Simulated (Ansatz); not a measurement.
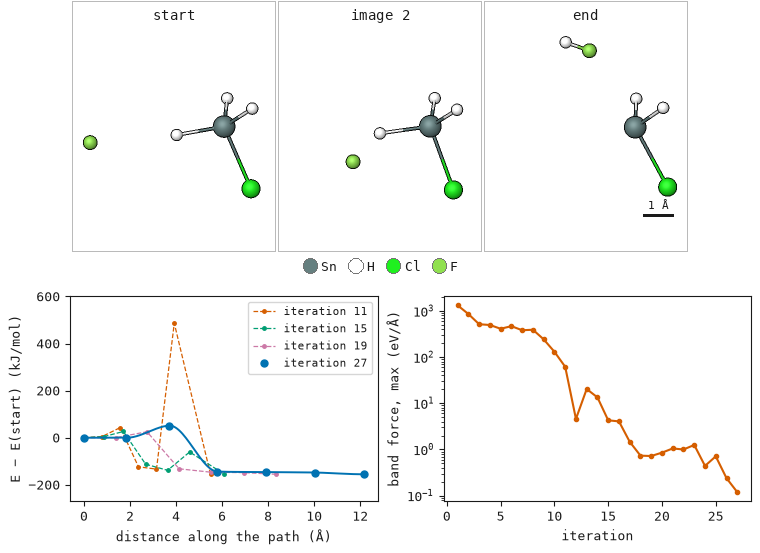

NEB run on SnH₃ClF (multiplicity 2), made up at the start of SnH3Cl and F. Images are numbered from 0 (start) to 6 (end). The plot follows the band through its iterations. Style: ball-and-stick. Shown at a tilt.

The calculation used UHF/def2-SVP (Ansatz). Run with 5 movable images; climbing image; force threshold 0.2 eV/Å; iteration limit 60; starting path through a guess of the saddle point.

Question: Judge this run.

Answer: The run met only a loose threshold, so the barrier can't be trusted yet. The band converged in 27 iterations. The largest component of the band force went from 1300 to 0.12 eV/Å. The climbing image converged on the top of the path. Its curvatures weren't checked. The force threshold is so loose that the height of the top is at best an upper bound. The first iteration put the highest image at 18130.9 kJ/mol. Forward barrier 51.7 kJ/mol, backward barrier 206.9 kJ/mol, with image 2 at the top; the reaction energy is −155.2 kJ/mol.

Limits of the set-up: the start holds two separate molecules, 3.1 Å apart at their closest, whose relative position is a soft coordinate and is computed without a dispersion correction; Hartree-Fock leaves out electron correlation.
